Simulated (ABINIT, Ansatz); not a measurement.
## YBiS3 (Pm-3m): zone-centre phonons

Aim: the zone-centre modes of YBiS3 (Pm-3m).

Method: DFT PBEsol, scalar-relativistic, plane waves, PseudoDojo norm-conserving pseudopotentials, in ABINIT 10.8.3.

The structure was built from a prototype and need not be the compound's stable phase.

**1. Starting point**

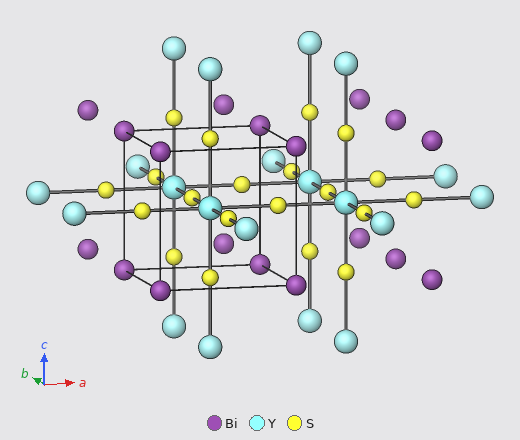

The cell as given, slightly off an axis (bismuth purple, yttrium teal, sulfur yellow). 2×2×1 cells are drawn. Some periodic images of atoms are drawn too.

Coordinates:

```cif
data_structure
_symmetry_space_group_name_H-M 'Pm-3m'
_symmetry_Int_Tables_number 221
_cell_length_a 5.3704
_cell_length_b 5.3704
_cell_length_c 5.3704
_cell_angle_alpha 90.000
_cell_angle_beta 90.000
_cell_angle_gamma 90.000
_cell_volume 154.89
loop_
_atom_site_label
_atom_site_type_symbol
_atom_site_symmetry_multiplicity
_atom_site_Wyckoff_symbol
_atom_site_fract_x
_atom_site_fract_y
_atom_site_fract_z
_atom_site_occupancy
Bi1 Bi 1 a 0.00000 0.00000 0.00000 1
Y1 Y 1 b 0.50000 0.50000 0.50000 1
S1 S 3 c 0.50000 0.50000 0.00000 1
```

**2. A first look**

A first run with smearing and empty bands tells whether the crystal has a gap, which decides between fixed occupations and smearing later on.

Contents of probe.abi:

```
# ground state
tolvrs 1.0d-08
prtden 1
prtwf 1

# basis, mesh and filling
ecut 30.0
ngkpt 4 4 4
nshiftk 1
shiftk 0.0 0.0 0.0
istwfk *1
occopt 7
tsmear 0.005
nband 31
nstep 100
diemac 9.0
prtebands 0
prtgsr 0
useylm 1

# cell and atoms
acell 10.14858518 10.14858518 10.14858518
rprim 
    1.0 0.0 0.0
    0.0 1.0 0.0
    0.0 0.0 1.0
ntypat 3
znucl 83 39 16
natom 5
typat 1 2 3 3 3
xred 
    0.0 0.0 0.0
    0.5 0.5 0.5
    0.5 0.5 0.0
    0.5 0.0 0.5
    0.0 0.5 0.5
pp_dirpath "./pseudo"
pseudos "Bi.upf, Y.upf, S.upf"
```

Run with:

```
OMP_NUM_THREADS=1 mpirun -n 4 abinit probe.abi > probe.log
```

Numbers of over 12 decimals in the logs are rounded to 6 here.

probe.abo, the main output file:

```text
[banners, grids, parts of the stress and lines that vanish by symmetry left out]
- input  file    -> probe.abi
- output file    -> probe.abo
- root for input  files -> probei
[...]
Symmetries : space group Pm -3 m (#221); Bravais cP (primitive cubic)
[...]
mpw =        8260          nfft =      157464          nkpt =          10
[...]
== DATASET  1 ==================================================================
[...]
cutoff_energies: {ecut:  30.0, pawecutdg:  -1.0, }
[...]
ETOT  1  -155.34789385548    -1.553E+02 1.419E-01 3.377E+03
 ETOT  2  -154.99104186804     3.569E-01 5.403E-03 5.804E+03
 ETOT  3  -155.74166042895    -7.506E-01 2.785E-03 8.075E+02
 ETOT  4  -155.82158481088    -7.992E-02 7.562E-04 1.136E+02
 ETOT  5  -155.83382323376    -1.224E-02 1.356E-03 1.440E+01
[...]
ETOT 11  -155.83548537011    -5.207E-11 8.464E-05 5.650E-08
 ETOT 12  -155.83548537012    -5.144E-12 2.818E-05 7.837E-11
 At SCF step   12       vres2   =  7.84E-11 < tolvrs=  1.00E-08 =>converged.
[...]
sigma(1 1)=  2.41468124E-04  sigma(3 2)=  0.00000000E+00
  sigma(2 2)=  2.41468124E-04  sigma(3 1)=  0.00000000E+00
  sigma(3 3)=  2.41468124E-04  sigma(2 1)=  0.00000000E+00
[...]
convergence: {deltae: -5.144E-12, res2:  7.837E-11, residm:  2.818E-05, diffor: null, }
etotal    :  -1.55835485E+02
[...]
sigma(1 1)=  2.41468124E-04  sigma(3 2)=  0.00000000E+00
  sigma(2 2)=  2.41468124E-04  sigma(3 1)=  0.00000000E+00
  sigma(3 3)=  2.41468124E-04  sigma(2 1)=  0.00000000E+00
[...]
- sigma(1 1)=  7.10423749E+00  sigma(3 2)=  0.00000000E+00
- sigma(2 2)=  7.10423749E+00  sigma(3 1)=  0.00000000E+00
- sigma(3 3)=  7.10423749E+00  sigma(2 1)=  0.00000000E+00
[...]
fcart     -0.0000000000E+00 -0.0000000000E+00 -0.0000000000E+00
           strten      2.4146812426E-04  2.4146812426E-04  2.4146812426E-04
================================================================================

[key lines of the parts left out:]
pressure_GPa:  -7.1042E+00
```

It took 40 s on 4 MPI ranks of Arm Neoverse V1, shared host.

This step gave:

| Item | Value |
| --- | --- |
| volume per atom | 30.98 Å³ |
| pressure | -7.104 GPa |
| gap on the k-mesh | 0 eV |

No gap opens on this mesh, so smearing is kept; the printed pressure holds the stress of the finite basis too.

**3. Rough relaxation**

The typed start is rough, so a first relaxation with smearing and loose thresholds takes it towards rest cheaply.

Contents of prerelax.abi:

```
# relaxation
ionmov 2
optcell 2
dilatmx 1.15
chkdilatmx 0
ntime 40
tolmxf 3.0d-04
tolvrs 1.0d-10
prtwf 0
prtden 0
chksymtnons 0

# basis, mesh and filling
ecut 31.0
ecutsm 3.0
ngkpt 4 4 4
nshiftk 1
shiftk 0.0 0.0 0.0
istwfk *1
occopt 7
tsmear 0.005
nband 31
nstep 100
diemac 1000000.0
prtebands 0
prtgsr 0
useylm 1

# cell and atoms
acell 10.14858518 10.14858518 10.14858518
rprim 
    1.0 0.0 0.0
    0.0 1.0 0.0
    0.0 0.0 1.0
ntypat 3
znucl 83 39 16
natom 5
typat 1 2 3 3 3
xred 
    0.0 0.0 0.0
    0.5 0.5 0.5
    0.5 0.5 0.0
    0.5 0.0 0.5
    0.0 0.5 0.5
pp_dirpath "./pseudo"
pseudos "Bi.upf, Y.upf, S.upf"
```

Run with:

```
OMP_NUM_THREADS=1 mpirun -n 4 abinit prerelax.abi > prerelax.log
```

prerelax.abo, the main output file:

```text
[banners, grids, parts of the stress and lines that vanish by symmetry left out]
- input  file    -> prerelax.abi
- output file    -> prerelax.abo
- root for input  files -> prerelaxi
[...]
Symmetries : space group Pm -3 m (#221); Bravais cP (primitive cubic)
[...]
mpw =       13176          nfft =      216000          nkpt =          10
[...]
== DATASET  1 ==================================================================
[...]
cutoff_energies: {ecut:  31.0, pawecutdg:  -1.0, }
[...]
ETOT  1  -155.38300577615    -1.554E+02 3.231E-01 4.563E+03
 ETOT  2  -155.45736718408    -7.436E-02 3.137E-02 3.130E+03
 ETOT  3  -155.75460994978    -2.972E-01 4.445E-03 9.428E+02
 ETOT  4  -155.83496758311    -8.036E-02 9.818E-04 3.660E+00
 ETOT  5  -155.83501775878    -5.018E-05 1.335E-03 3.701E+00
[...]
At SCF step   12       vres2   =  2.90E-11 < tolvrs=  1.00E-10 =>converged.
[...]
ETOT  9  -155.85571181459     2.530E-12 1.347E-04 3.306E-11
 At SCF step    9       vres2   =  3.31E-11 < tolvrs=  1.00E-10 =>converged.
[...]
sigma(1 1)=  6.36428383E-07  sigma(3 2)=  0.00000000E+00
  sigma(2 2)=  6.36428383E-07  sigma(3 1)=  0.00000000E+00
  sigma(3 3)=  6.36428383E-07  sigma(2 1)=  0.00000000E+00
[...]
convergence: {deltae:  2.530E-12, res2:  3.306E-11, residm:  1.347E-04, diffor: null, }
etotal    :  -1.55855712E+02
[...]
At Broyd/MD step   5, gradients are converged :
[...]
sigma(1 1)=  6.36428383E-07  sigma(3 2)=  0.00000000E+00
  sigma(2 2)=  6.36428383E-07  sigma(3 1)=  0.00000000E+00
  sigma(3 3)=  6.36428383E-07  sigma(2 1)=  0.00000000E+00
[...]
- sigma(1 1)=  1.87243695E-02  sigma(3 2)=  0.00000000E+00
- sigma(2 2)=  1.87243695E-02  sigma(3 1)=  0.00000000E+00
- sigma(3 3)=  1.87243695E-02  sigma(2 1)=  0.00000000E+00
[...]
fcart     -0.0000000000E+00 -0.0000000000E+00 -0.0000000000E+00
           strten      6.3642838283E-07  6.3642838283E-07  6.3642838283E-07
================================================================================

[key lines of the parts left out:]
pressure_GPa:  -1.8724E-02
Total energy (etotal) [Ha]= -1.55855711814593E+02
```

Elapsed: 4.2 min, on 4 MPI ranks; 17 min of CPU time.

Relaxation path:

```csv
step,energy less that of the first step (eV),largest force (eV/Å),volume (Å³)
1,0.0000,0.0000,154.89
2,-0.1327,0.0000,151.65
3,-0.5202,0.0000,127.59
4,-0.5546,0.0000,133.31
5,-0.5558,0.0000,132.44
```

```csv
"conventional cell, symmetrised",before,after,change
a (Å),5.370,5.097,-5.1 %
b (Å),5.370,5.097,-5.1 %
c (Å),5.370,5.097,-5.1 %
volume (Å³/atom),30.98,26.49,-14.5 %
```

Final coordinates:

```xyz
5
Lattice="5.0973 0.0000 0.0000 0.0000 5.0973 0.0000 0.0000 0.0000 5.0973" Properties=species:S:1:pos:R:3 pbc="T T T"
Bi    0.0000    0.0000    0.0000
Y     2.5486    2.5486    2.5486
S     2.5486    2.5486    0.0000
S     2.5486    0.0000    2.5486
S     0.0000    2.5486    2.5486
```

This step gave:

```
volume per atom : 26.49 Å³
pressure        : -0.01872 GPa
```

The volume changes by -14.5 % in this run and stands -14.5 % from the first cell.

**4. Rough relaxation**

The cell changed much, so the rough relaxation is repeated on a basis made for the new cell.

Changes to prerelax.abi since step 3:

```diff
@@ -29,3 +29,3 @@
 # cell and atoms
-acell 10.14858518 10.14858518 10.14858518
+acell 9.632415568 9.632415568 9.632415568
 rprim
```

prerelax.abo, the main output file:

```text
[banners, grids, parts of the stress and lines that vanish by symmetry left out]
- input  file    -> prerelax.abi
- output file    -> prerelax.abo
- root for input  files -> prerelaxi
[...]
Symmetries : space group Pm -3 m (#221); Bravais cP (primitive cubic)
[...]
mpw =       11248          nfft =      216000          nkpt =          10
[...]
== DATASET  1 ==================================================================
[...]
cutoff_energies: {ecut:  31.0, pawecutdg:  -1.0, }
[...]
ETOT  1  -155.46242423317    -1.555E+02 8.109E-02 4.666E+03
 ETOT  2  -155.71115849201    -2.487E-01 1.506E-02 1.199E+03
 ETOT  3  -155.82153947220    -1.104E-01 1.712E-03 4.297E+02
 ETOT  4  -155.85024890267    -2.871E-02 2.516E-03 7.625E+01
 ETOT  5  -155.85568902761    -5.440E-03 1.058E-03 1.828E-01
[...]
ETOT 11  -155.85571181460    -1.049E-11 1.226E-04 6.798E-10
 ETOT 12  -155.85571181459     1.029E-11 1.706E-04 2.112E-11
 At SCF step   12       vres2   =  2.11E-11 < tolvrs=  1.00E-10 =>converged.
[...]
sigma(1 1)=  6.36303235E-07  sigma(3 2)=  0.00000000E+00
  sigma(2 2)=  6.36303235E-07  sigma(3 1)=  0.00000000E+00
  sigma(3 3)=  6.36303235E-07  sigma(2 1)=  0.00000000E+00
[...]
convergence: {deltae:  1.029E-11, res2:  2.112E-11, residm:  1.706E-04, diffor: null, }
etotal    :  -1.55855712E+02
[...]
At Broyd/MD step   1, gradients are converged :
[...]
sigma(1 1)=  6.36303235E-07  sigma(3 2)=  0.00000000E+00
  sigma(2 2)=  6.36303235E-07  sigma(3 1)=  0.00000000E+00
  sigma(3 3)=  6.36303235E-07  sigma(2 1)=  0.00000000E+00
[...]
- sigma(1 1)=  1.87206875E-02  sigma(3 2)=  0.00000000E+00
- sigma(2 2)=  1.87206875E-02  sigma(3 1)=  0.00000000E+00
- sigma(3 3)=  1.87206875E-02  sigma(2 1)=  0.00000000E+00
[...]
fcart     -0.0000000000E+00 -0.0000000000E+00 -0.0000000000E+00
           strten      6.3630323476E-07  6.3630323476E-07  6.3630323476E-07
================================================================================

[key lines of the parts left out:]
pressure_GPa:  -1.8721E-02
Total energy (etotal) [Ha]= -1.55855711814588E+02
```

The job ended after 53 s (4 MPI ranks; 3.5 min of CPU time).

Little changed from the start: no atom moved by 0.005 Å and no cell edge by 0.1 %.

The volume changes by +0.0 % in this run and stands -14.5 % from the first cell.

**5. Relaxation**

The harmonic expansion needs vanishing forces, and a free crystal bears no stress, so cell and atoms are brought to rest. Stress is more sensitive to the basis than forces are: the last 3 Ha under the cutoff are smoothed with ecutsm, and the cutoff is raised above that of the later runs.

relax.abi, as its differences from prerelax.abi of step 4:

```diff
@@ -3,7 +3,6 @@
 optcell 2
-dilatmx 1.15
-chkdilatmx 0
+dilatmx 1.08
 ntime 40
-tolmxf 3.0d-04
-tolvrs 1.0d-10
+tolmxf 1.0d-05
+tolvrs 1.0d-14
 prtwf 0
@@ -13,3 +12,3 @@
 # basis, mesh and filling
-ecut 31.0
+ecut 38.0
 ecutsm 3.0
@@ -20,3 +19,3 @@
 occopt 7
-tsmear 0.005
+tsmear 0.01
 nband 31
```

Run with:

```
OMP_NUM_THREADS=1 mpirun -n 4 abinit relax.abi > relax.log
```

relax.abo, the main output file:

```text
[banners, grids, parts of the stress and lines that vanish by symmetry left out]
- input  file    -> relax.abi
- output file    -> relax.abo
- root for input  files -> relaxi
[...]
Symmetries : space group Pm -3 m (#221); Bravais cP (primitive cubic)
[...]
mpw =       12668          nfft =      216000          nkpt =          10
[...]
== DATASET  1 ==================================================================
[...]
cutoff_energies: {ecut:  38.0, pawecutdg:  -1.0, }
[...]
ETOT  1  -155.43948589517    -1.554E+02 1.544E-01 4.688E+03
 ETOT  2  -155.70870288901    -2.692E-01 1.010E-02 1.253E+03
 ETOT  3  -155.82335949820    -1.147E-01 8.083E-03 4.381E+02
 ETOT  4  -155.85302780067    -2.967E-02 2.053E-03 5.841E+01
 ETOT  5  -155.85733052564    -4.303E-03 7.401E-04 6.183E-01
[...]
At SCF step   13       vres2   =  6.65E-15 < tolvrs=  1.00E-14 =>converged.
[...]
sigma(1 1)= -3.20109799E-07  sigma(3 2)=  0.00000000E+00
  sigma(2 2)= -3.20109799E-07  sigma(3 1)=  0.00000000E+00
  sigma(3 3)= -3.20109799E-07  sigma(2 1)=  0.00000000E+00
[...]
convergence: {deltae:  4.235E-12, res2:  6.655E-15, residm:  1.507E-04, diffor: null, }
etotal    :  -1.55857366E+02
[...]
ETOT  1  -155.85736627031    -1.559E+02 5.512E-05 2.495E-04
[...]
At SCF step    9       vres2   =  6.18E-16 < tolvrs=  1.00E-14 =>converged.
[...]
sigma(1 1)= -2.60381968E-07  sigma(3 2)=  0.00000000E+00
  sigma(2 2)= -2.60381968E-07  sigma(3 1)=  0.00000000E+00
  sigma(3 3)= -2.60381968E-07  sigma(2 1)=  0.00000000E+00
[...]
convergence: {deltae: -3.951E-12, res2:  6.179E-16, residm:  5.774E-06, diffor: null, }
etotal    :  -1.55857366E+02
[...]
ETOT  1  -155.85736589033    -1.559E+02 4.649E-06 4.744E-03
[...]
ETOT  9  -155.85736630665     5.571E-12 1.388E-06 1.162E-14
 ETOT 10  -155.85736630664     9.152E-12 1.570E-06 3.246E-16
 At SCF step   10       vres2   =  3.25E-16 < tolvrs=  1.00E-14 =>converged.
[...]
sigma(1 1)= -7.26747542E-11  sigma(3 2)=  0.00000000E+00
  sigma(2 2)= -7.26747490E-11  sigma(3 1)=  0.00000000E+00
  sigma(3 3)= -7.26747499E-11  sigma(2 1)=  0.00000000E+00
[...]
convergence: {deltae:  9.152E-12, res2:  3.246E-16, residm:  1.570E-06, diffor: null, }
etotal    :  -1.55857366E+02
[...]
At Broyd/MD step   3, gradients are converged :
[...]
sigma(1 1)= -7.26747542E-11  sigma(3 2)=  0.00000000E+00
  sigma(2 2)= -7.26747490E-11  sigma(3 1)=  0.00000000E+00
  sigma(3 3)= -7.26747499E-11  sigma(2 1)=  0.00000000E+00
[...]
- sigma(1 1)= -2.13816509E-06  sigma(3 2)=  0.00000000E+00
- sigma(2 2)= -2.13816494E-06  sigma(3 1)=  0.00000000E+00
- sigma(3 3)= -2.13816496E-06  sigma(2 1)=  0.00000000E+00
[...]
fcart     -0.0000000000E+00 -0.0000000000E+00 -0.0000000000E+00
           strten     -7.2674754235E-11 -7.2674749031E-11 -7.2674749899E-11
================================================================================

[key lines of the parts left out:]
pressure_GPa:   2.1382E-06
Total energy (etotal) [Ha]= -1.55857366306641E+02
```

Wall time 2.5 min (4 MPI ranks).

Little changed from the start: no atom moved by 0.005 Å and no cell edge by 0.1 %.

Numbers from this step:

```yaml
pressure: 2.14e-6 GPa
```

The volume changes by +0.0 % in this run and stands -14.5 % from the first cell.

**6. Self-consistent run for the response**

The response is built on these wavefunctions, so the potential is converged far more tightly than an energy would need. Smearing stays on, as the first look found no gap above 0.3 eV.

Contents of gs.abi:

```
# ground state
tolvrs 1.0d-16
prtden 1
prtwf 1

# basis, mesh and filling
ecut 30.0
ngkpt 4 4 4
nshiftk 1
shiftk 0.0 0.0 0.0
istwfk *1
occopt 7
tsmear 0.01
nband 31
nstep 100
diemac 1000000.0
prtebands 0
prtgsr 0
useylm 1

# cell and atoms
acell 9.632911397 9.632911397 9.632911397
rprim 
    1.0 0.0 0.0
    0.0 1.0 0.0
    0.0 0.0 1.0
ntypat 3
znucl 83 39 16
natom 5
typat 1 2 3 3 3
xred 
    0.0 0.0 0.0
    0.5 0.5 0.5
    0.5 0.5 0.0
    0.5 0.0 0.5
    0.0 0.5 0.5
pp_dirpath "./pseudo"
pseudos "Bi.upf, Y.upf, S.upf"
```

Run with:

```
OMP_NUM_THREADS=1 mpirun -n 4 abinit gs.abi > gs.log
```

gs.abo, the main output file:

```text
[banners, grids, parts of the stress and lines that vanish by symmetry left out]
- input  file    -> gs.abi
- output file    -> gs.abo
- root for input  files -> gsi
[...]
Symmetries : space group Pm -3 m (#221); Bravais cP (primitive cubic)
[...]
mpw =        7088          nfft =      110592          nkpt =          10
[...]
== DATASET  1 ==================================================================
[...]
cutoff_energies: {ecut:  30.0, pawecutdg:  -1.0, }
[...]
ETOT  1  -155.47020486854    -1.555E+02 7.510E-02 2.375E+03
 ETOT  2  -155.71249774144    -2.423E-01 1.367E-02 6.210E+02
 ETOT  3  -155.82293395913    -1.104E-01 3.300E-03 2.226E+02
 ETOT  4  -155.85086242349    -2.793E-02 1.175E-03 4.021E+01
 ETOT  5  -155.85662103465    -5.759E-03 5.300E-04 6.241E-01
[...]
ETOT 14  -155.85669381461    -1.023E-12 6.695E-05 2.659E-16
 ETOT 15  -155.85669381462    -9.237E-12 6.188E-05 1.041E-17
 At SCF step   15       vres2   =  1.04E-17 < tolvrs=  1.00E-16 =>converged.
[...]
sigma(1 1)=  8.92450474E-06  sigma(3 2)=  0.00000000E+00
  sigma(2 2)=  8.92450474E-06  sigma(3 1)=  0.00000000E+00
  sigma(3 3)=  8.92450474E-06  sigma(2 1)=  0.00000000E+00
[...]
convergence: {deltae: -9.237E-12, res2:  1.041E-17, residm:  6.188E-05, diffor: null, }
etotal    :  -1.55856694E+02
[...]
sigma(1 1)=  8.92450474E-06  sigma(3 2)=  0.00000000E+00
  sigma(2 2)=  8.92450474E-06  sigma(3 1)=  0.00000000E+00
  sigma(3 3)=  8.92450474E-06  sigma(2 1)=  0.00000000E+00
[...]
- sigma(1 1)=  2.62567994E-01  sigma(3 2)=  0.00000000E+00
- sigma(2 2)=  2.62567994E-01  sigma(3 1)=  0.00000000E+00
- sigma(3 3)=  2.62567994E-01  sigma(2 1)=  0.00000000E+00
[...]
fcart     -0.0000000000E+00 -0.0000000000E+00 -0.0000000000E+00
           strten      8.9245047363E-06  8.9245047363E-06  8.9245047363E-06
================================================================================

[key lines of the parts left out:]
pressure_GPa:  -2.6257E-01
```

The job ended after 35 s (4 MPI ranks; 2.4 min of CPU time).

Read from the output:

```
pressure : -0.2626 GPa
```

The cell stands at -0.26 GPa: the relaxation ran with a smoothed and higher cutoff, and the difference is a stress of the finite basis.

[end of part 1 of 5]

[Host names and launcher messages were left out of these logs when they were recorded.]

[Logs are printed without paths, hosts, clocks, repeated set-up lines and the standing remarks that a program may print on its own settings, such as how far it seeks lower states.]

[Hosts, paths, dates, database ids (printed as entryN), source tags and the programs' standing remarks are cut or masked in the printed files.]
